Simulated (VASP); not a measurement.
Band structure of LaMgNi$_{4}$ (space group F-43m). These are PBEsol GGA, VASP's PBE PAW potentials (set 64) (plane waves; VASP) values and carry that method's errors.

The run has a spin-polarised start.

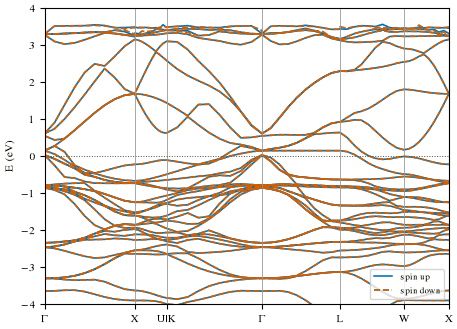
Bands along high-symmetry lines, zero at the valence-band maximum or, without a gap, the Fermi level

### Question
Read the plot: is there a gap, and where are the band edges?

### Answer
It has no gap at this level: it comes out as a metal or semimetal.

The structure comes from a computed database's LaMgNi4 entry; how it stands against other phases isn't given here. The cell was not relaxed at this level.
